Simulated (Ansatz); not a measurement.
Cd$_{10}$H$_{30}$Te$_{10}$, 50 atoms.

Geometry: PBE-D4/def2-SVP; core potentials replace the inner electrons of Cd and Te; not at a stationary point (largest force 0.6 eV/Å).

These are results of RKS PBE0-D4/def2-TZVP (Ansatz 0.2.0), not measurements.

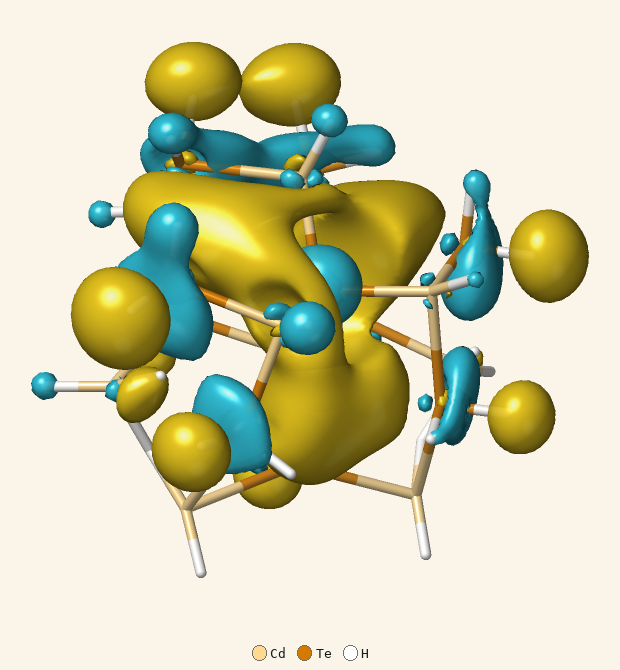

Cd$_{10}$H$_{30}$Te$_{10}$ (Cd10Te10 zinc blende bond sphere). The LUMO at ±0.04 Å⁻³ᐟ² (yellow and cyan are the two phases), seen at a tilt.

Question: What is the character of this orbital?

Answer: No atom holds more than about 15 % of it (Hirshfeld); by element the shares are Te 55 %, H 30 % and Cd 15 %. Its energy is −2.23 eV.
